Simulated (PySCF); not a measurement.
# MoNH2O2F (SMILES [NH2][Mo](=[O])(=[O])[F]) at 6 levels

Wanted: a comparison of 6 runs (HF/def2-SVP, HF/def2-TZVP, PBE0/def2-SVP, B3LYP/def2-TZVP, wB97X/def2-TZVP, CCSD(T)/STO-3G) of MoNH2O2F. Input form: a Python script.

The calculation is run with PySCF 2.14.0.

2 further runs of the same task are left out: 2 set aside as unsound or not needed.

## Step 1: The molecule

The species is MoNH2O2F (7 atoms), meant as a singlet with charge 0. SMILES: `[NH2][Mo](=[O])(=[O])[F]`. The shape is that of a PBE0-D4/def2-TZVP optimisation. This is one conformer, not always the lowest.

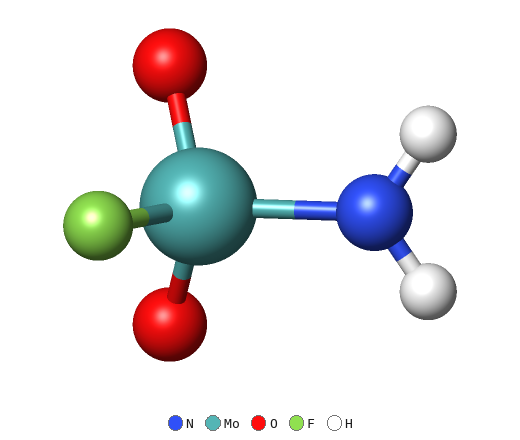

The structure, seen from a chosen angle (nitrogen blue, molybdenum teal, oxygen red, fluorine green, hydrogen white).

## Step 2: Energy and forces at HF/def2-SVP (core potential) (run 1)

input.py reads:

```python
from pyscf import gto, scf

mol = gto.M(
    atom='''
N     -1.174654     1.653321     0.836204
Mo     0.800110    -1.048609    -0.537438
O     -0.027590    -1.429956    -3.567236
O      0.169697    -3.668903     1.120230
F      4.207853    -0.284782    -0.315962
H     -1.989882     3.005420    -0.235460
H     -1.869884     1.645007     2.613302
''',
    unit='bohr',
    ecp={'Mo': 'def2-svp'},
    basis='def2-svp',
    max_memory=1860,
    charge=0,
    verbose=4,
    spin=0,
)

hf = scf.RHF(mol)
hf.conv_tol = 1e-10
hf.kernel()
if not hf.converged:
    hf = hf.newton().run(hf.mo_coeff, hf.mo_occ)

e_tot = hf.e_tot
print('E = %.10f Eh' % e_tot)
grad = hf.nuc_grad_method().kernel()
hf.analyze()
```

On the command line:

```bash
$ OMP_NUM_THREADS=1 python input.py
```

What it wrote:

```text
PySCF version 2.14.0

[... 90 lines left out ...]
Two-electron Energy =                  386.370925349540357
[... 10 lines left out ...]
MO #7   energy= -2.10405937183365  occ= 2
[... 8 lines left out ...]
MO #16  energy= -0.679371434971097 occ= 2
[... 8 lines left out ...]
MO #25  energy= 0.0395030927824823 occ= 0
[... 8 lines left out ...]
MO #34  energy= 0.23932704229814   occ= 0
[... 8 lines left out ...]
MO #43  energy= 0.554248938857323  occ= 0
[... 8 lines left out ...]
MO #52  energy= 1.26758920175023   occ= 0
[... 8 lines left out ...]
MO #61  energy= 1.52277463379159   occ= 0
[... 8 lines left out ...]
MO #70  energy= 1.89213358461789   occ= 0
[... 8 lines left out ...]
MO #79  energy= 2.95554157629897   occ= 0
[... 8 lines left out ...]
MO #88  energy= 3.25123773568046   occ= 0
[... 8 lines left out ...]
MO #97  energy= 39.6359648228723   occ= 0
[... 68 lines left out ...]
pop of  3 O 3py           0.01115
pop of  3 O 3pz           0.01649
pop of  3 O 3dxy          0.00254
pop of  3 O 3dyz          0.00241
pop of  3 O 3dz^2         0.00212
pop of  3 O 3dxz          0.00087
pop of  3 O 3dx2-y2       0.00198
pop of  4 F 1s            1.99998
pop of  4 F 2s            1.94541
pop of  4 F 3s            0.01164
pop of  4 F 2px           1.80182
pop of  4 F 2py           1.91926
pop of  4 F 2pz           1.96347
pop of  4 F 3px           0.01203
pop of  4 F 3py           0.00393
pop of  4 F 3pz           0.00739
pop of  4 F 3dxy          0.00109
pop of  4 F 3dyz          0.00011
pop of  4 F 3dz^2         0.00046
pop of  4 F 3dxz          0.00114
pop of  4 F 3dx2-y2       0.00112
pop of  5 H 1s            0.74162
pop of  5 H 2s            0.01404
pop of  5 H 2px           0.00127
pop of  5 H 2py           0.00150
pop of  5 H 2pz           0.00088
pop of  6 H 1s            0.74061
pop of  6 H 2s            0.01648
pop of  6 H 2px           0.00106
pop of  6 H 2py           0.00085
pop of  6 H 2pz           0.00199
 ** Mulliken atomic charges  **
charge of    0N =     -0.95516
charge of    1Mo =      2.85604
charge of    2O =     -0.89190
charge of    3O =     -0.81983
charge of    4F =     -0.66885
charge of    5H =      0.24068
charge of    6H =      0.23902
Dipole moment(X, Y, Z, Debye): -1.93316,  3.40357,  1.70623
```

It took 11 s on 1 thread of Intel Xeon at 2.70GHz, shared host; peak memory 0.21 GiB.

## Step 3: Energy and gradient at HF/def2-TZVP (core potential) (run 2)

run.py reads:

```python
import pyscf.grad
from pyscf import gto, scf

molecule = gto.Mole()
molecule.atom = '''
N     -0.621600     0.874900     0.442500
Mo     0.423400    -0.554900    -0.284400
O     -0.014600    -0.756700    -1.887700
O      0.089800    -1.941500     0.592800
F      2.226700    -0.150700    -0.167200
H     -1.053000     1.590400    -0.124600
H     -0.989500     0.870500     1.382900
'''
molecule.basis = 'def2-tzvp'
molecule.max_memory = 1860
molecule.verbose = 3
molecule.ecp = {'Mo': 'def2-svp'}
molecule.build()

mf = scf.RHF(molecule)
mf.conv_tol = 1e-10
mf.kernel()
if not mf.converged:
    mf = mf.newton().run(mf.mo_coeff, mf.mo_occ)

etot = mf.e_tot
print(f'total energy: {etot:.8f} hartree')
grad = mf.Gradients().kernel()
mf.analyze()
```

On the command line:

```bash
$ OMP_NUM_THREADS=1 python run.py
```

What it wrote:

```text
converged SCF energy = -372.521272436798
[... 22 lines left out ...]
MO #11  energy= -1.25699921817644  occ= 2
[... 14 lines left out ...]
MO #26  energy= 0.0466757553797445 occ= 0
[... 14 lines left out ...]
MO #41  energy= 0.428520809661798  occ= 0
[... 14 lines left out ...]
MO #56  energy= 0.787743110371105  occ= 0
[... 14 lines left out ...]
MO #71  energy= 1.42398995141061   occ= 0
[... 14 lines left out ...]
MO #86  energy= 2.03610638308649   occ= 0
[... 14 lines left out ...]
MO #101 energy= 2.60749062213845   occ= 0
[... 14 lines left out ...]
MO #116 energy= 3.51733568347146   occ= 0
[... 14 lines left out ...]
MO #131 energy= 5.28637161540265   occ= 0
[... 14 lines left out ...]
MO #146 energy= 5.79941929020279   occ= 0
[... 14 lines left out ...]
MO #161 energy= 7.38027148911909   occ= 0
[... 14 lines left out ...]
MO #176 energy= 85.8030676574089   occ= 0
[... 1 line left out ...]
WARN: Weak orthogonality for localized orbitals 2.4680464486332654e-08

 ** Mulliken atomic charges  **
charge of    0N =     -1.13253
charge of    1Mo =      3.88415
charge of    2O =     -1.26994
charge of    3O =     -1.18764
charge of    4F =     -0.80958
charge of    5H =      0.25721
charge of    6H =      0.25833
Dipole moment(X, Y, Z, Debye): -1.84043,  3.31838,  1.66162
```

Run time: 57 s. Hardware: 1 thread of Intel Xeon at 2.70GHz, shared host; peak memory 1 GiB.

Runs 3 to 4 aren't shown in full; the table further down has their settings and results.

## Step 4: Energy and forces at wB97X/def2-TZVP (core potential) (run 5)

run.py reads:

```python
from pyscf import gto, dft

molecule = gto.Mole()
molecule.atom = [
    ('N', (-0.621600, 0.874900, 0.442500)),
    ('Mo', (0.423400, -0.554900, -0.284400)),
    ('O', (-0.014600, -0.756700, -1.887700)),
    ('O', (0.089800, -1.941500, 0.592800)),
    ('F', (2.226700, -0.150700, -0.167200)),
    ('H', (-1.053000, 1.590400, -0.124600)),
    ('H', (-0.989500, 0.870500, 1.382900)),
]
molecule.spin = 0
molecule.ecp = {'Mo': 'def2-svp'}
molecule.charge = 0
molecule.verbose = 3
molecule.basis = 'def2-tzvp'
molecule.max_memory = 1860
molecule.build()

calc0 = dft.RKS(molecule)
calc0.xc = 'wb97x'
calc0.grids.level = 5
calc0.conv_tol = 1e-10
calc0.kernel()
if not calc0.converged:
    calc0 = calc0.newton().run(calc0.mo_coeff, calc0.mo_occ)

etot = calc0.e_tot
print('E(%s) = %.9f' % ('WB97X', etot))
grad = calc0.nuc_grad_method().kernel()
calc0.analyze()
```

On the command line:

```bash
$ OMP_NUM_THREADS=1 python run.py
```

What it wrote:

```text
converged SCF energy = -374.670471493698
[... 22 lines left out ...]
MO #11  energy= -1.05337206219196  occ= 2
[... 14 lines left out ...]
MO #26  energy= -0.00498688168771651 occ= 0
[... 14 lines left out ...]
MO #41  energy= 0.377667484311095  occ= 0
[... 14 lines left out ...]
MO #56  energy= 0.716671526356704  occ= 0
[... 14 lines left out ...]
MO #71  energy= 1.3033305237377    occ= 0
[... 14 lines left out ...]
MO #86  energy= 1.85058643226198   occ= 0
[... 14 lines left out ...]
MO #101 energy= 2.38850414056757   occ= 0
[... 14 lines left out ...]
MO #116 energy= 3.28257660691317   occ= 0
[... 14 lines left out ...]
MO #131 energy= 4.96617852404973   occ= 0
[... 14 lines left out ...]
MO #146 energy= 5.45443865844462   occ= 0
[... 14 lines left out ...]
MO #161 energy= 6.960013494653     occ= 0
[... 14 lines left out ...]
MO #176 energy= 85.6954265663736   occ= 0
[... 1 line left out ...]
WARN: Weak orthogonality for localized orbitals 2.4680464486332654e-08

 ** Mulliken atomic charges  **
charge of    0N =     -1.08467
charge of    1Mo =      3.59713
charge of    2O =     -1.18426
charge of    3O =     -1.09427
charge of    4F =     -0.74478
charge of    5H =      0.25481
charge of    6H =      0.25605
Dipole moment(X, Y, Z, Debye): -1.80362,  3.03532,  1.52501
```

Wall time 3.5 min (1 thread of Intel Xeon at 2.70GHz, shared host); peak memory 2.4 GiB.

## Step 5: The energy at CCSD(T)/STO-3G (run 6)

calc.py reads:

```python
# [NH2][Mo](=[O])(=[O])[F]
from pyscf import gto, scf, cc

mol = gto.Mole()
mol.atom = '''
N     -1.174654     1.653321     0.836204
Mo     0.800110    -1.048609    -0.537438
O     -0.027590    -1.429956    -3.567236
O      0.169697    -3.668903     1.120230
F      4.207853    -0.284782    -0.315962
H     -1.989882     3.005420    -0.235460
H     -1.869884     1.645007     2.613302
'''
mol.basis = 'sto-3g'
mol.spin = 0
mol.verbose = 4
mol.unit = 'bohr'
mol.max_memory = 1860
mol.build()

mf = scf.RHF(mol)
mf.conv_tol = 1e-10
mf.kernel()
if not mf.converged:
    mf = mf.newton().run(mf.mo_coeff, mf.mo_occ)

mycc = cc.CCSD(mf, frozen=18)
mycc.kernel()
e_t = mycc.ccsd_t()
e_tot = mycc.e_tot + e_t
print(f'total energy: {e_tot:.8f} hartree')
mf.analyze()
```

On the command line:

```bash
$ OMP_NUM_THREADS=1 python calc.py
```

What it wrote:

```text
PySCF version 2.14.0

[... 105 lines left out ...]
Total Energy =                       -4236.735260002165887
[... 7 lines left out ...]
MO #1   energy= -713.845414620864  occ= 2
[... 5 lines left out ...]
MO #7   energy= -20.2393963508812  occ= 2
[... 5 lines left out ...]
MO #13  energy= -15.2910306261913  occ= 2
[... 5 lines left out ...]
MO #19  energy= -2.86657927191598  occ= 2
[... 5 lines left out ...]
MO #25  energy= -1.13777367138103  occ= 2
[... 5 lines left out ...]
MO #31  energy= -0.476464280991611 occ= 2
[... 5 lines left out ...]
MO #37  energy= -0.333291031046962 occ= 2
[... 5 lines left out ...]
MO #43  energy= 0.30964636888223   occ= 0
[... 5 lines left out ...]
MO #49  energy= 0.782621519915131  occ= 0
[... 20 lines left out ...]
pop of  1 Mo 4pz          1.99601
pop of  1 Mo 5px          0.16284
pop of  1 Mo 5py          0.10966
pop of  1 Mo 5pz          0.08306
pop of  1 Mo 3dxy         1.99958
pop of  1 Mo 3dyz         1.99938
pop of  1 Mo 3dz^2        1.99931
pop of  1 Mo 3dxz         1.99963
pop of  1 Mo 3dx2-y2      1.99953
pop of  1 Mo 4dxy         0.67683
pop of  1 Mo 4dyz         0.75956
pop of  1 Mo 4dz^2        0.78890
pop of  1 Mo 4dxz         0.73688
pop of  1 Mo 4dx2-y2      0.68945
pop of  2 O 1s            1.99991
pop of  2 O 2s            1.87518
pop of  2 O 2px           1.48166
pop of  2 O 2py           1.63029
pop of  2 O 2pz           1.41132
pop of  3 O 1s            1.99991
pop of  3 O 2s            1.87520
pop of  3 O 2px           1.48984
pop of  3 O 2py           1.50575
pop of  3 O 2pz           1.52771
pop of  4 F 1s            1.99996
pop of  4 F 2s            1.93908
pop of  4 F 2px           1.61880
pop of  4 F 2py           1.87534
pop of  4 F 2pz           1.90940
pop of  5 H 1s            0.87664
pop of  6 H 1s            0.87664
 ** Mulliken atomic charges  **
charge of    0N =     -0.55019
charge of    1Mo =      1.44283
charge of    2O =     -0.39837
charge of    3O =     -0.39841
charge of    4F =     -0.34257
charge of    5H =      0.12336
charge of    6H =      0.12336
Dipole moment(X, Y, Z, Debye): -0.90442,  1.78471,  0.89001
```

Run time: 2.5 s. Hardware: 1 thread of Intel Xeon at 2.70GHz, shared host; peak memory 0.13 GiB.

## Step 6: Overview of the runs

| run | level | integration grid | task | energy (Eh) | dipole moment (D) of the reference | HOMO energy (eV) | LUMO energy (eV) | wall time |
| --- | --- | --- | --- | --- | --- | --- | --- | --- |
| 1 | HF/def2-SVP (core potential) | – | gradient | -372.109104 | 4.27 | -12.56 | 1.07 | 11 s |
| 2 | HF/def2-TZVP (core potential) | – | gradient | -372.521272 | 4.14 | -12.51 | 1.16 | 57 s |
| 3 | PBE0/def2-SVP (core potential) | 5 | gradient | -374.038804 | 3.98 | -8.89 | -2.30 | 36 s |
| 4 | B3LYP/def2-TZVP (core potential) | 5 | gradient | -374.792625 | 3.87 | -8.74 | -2.59 | 1.9 min |
| 5 | wB97X/def2-TZVP (core potential) | 5 | gradient | -374.670471 | 3.85 | -11.37 | -0.18 | 3.5 min |
| 6 | CCSD(T)/STO-3G | – | energy | -4237.236704 | 2.19 | -8.66 | 5.57 | 2.5 s |

## Step 7: Outcome

| quantity | value |
| --- | --- |
| run 6: total energy | -4237.23670 Eh |
| run 6: dipole moment (Hartree–Fock density) | 2.19 D |
| run 6: HOMO energy (Hartree–Fock orbitals) | -8.66 eV |
| run 6: LUMO energy (Hartree–Fock orbitals) | 5.57 eV |
| run 6: HOMO–LUMO gap (Hartree–Fock orbitals) | 14.23 eV |
| run 6: correlation energy (18 core orbitals frozen) | -501.4 mEh |
| run 6: (T) correction | -53.84 mEh |
| run 6: T1 diagnostic | 0.024 |

**Reading.** Over runs 1, 2, 3, 4, 5 the dipole moment (its size) runs from 3.85 D (wB97X/def2-TZVP) to 4.27 D (HF/def2-SVP). The two ends differ in method and basis. Over runs 1, 2, 3, 4, 5 the HOMO–LUMO gap runs from 6.14 eV (B3LYP/def2-TZVP) to 13.67 eV (HF/def2-TZVP). Exact exchange widens orbital gaps. Totals of different functionals can't be ranked against each other. Some runs of one species differ in core potentials or relativity; totals across that change don't compare. In run 6 the basis is minimal, so the values are rough. In run 6 relativity is left out where basis or elements ask for it. All runs together took 7.2 min, the longest 3.5 min.
